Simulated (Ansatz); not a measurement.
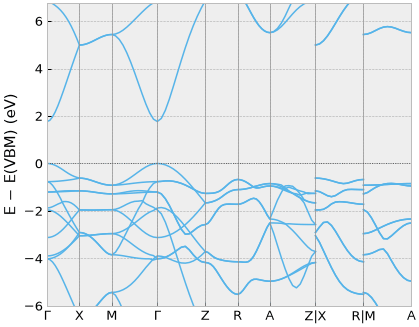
Figure. Band structure from the program Ansatz at the r²SCAN level (PAW)

### Question
Read off the gap and where the band edges lie.

### Answer
About 1.8 eV (1.77 eV by a search for the band edges); maximum at Γ, minimum at Γ.

The material is SnO$_{2}$ (rutile, P4_2/mnm).

The r²SCAN relaxation kept the symmetry of its start. Scalar-relativistic: spin–orbit coupling is off unless named, which matters more the heavier the elements.

Potentials: the later of the program's two PAW sets.
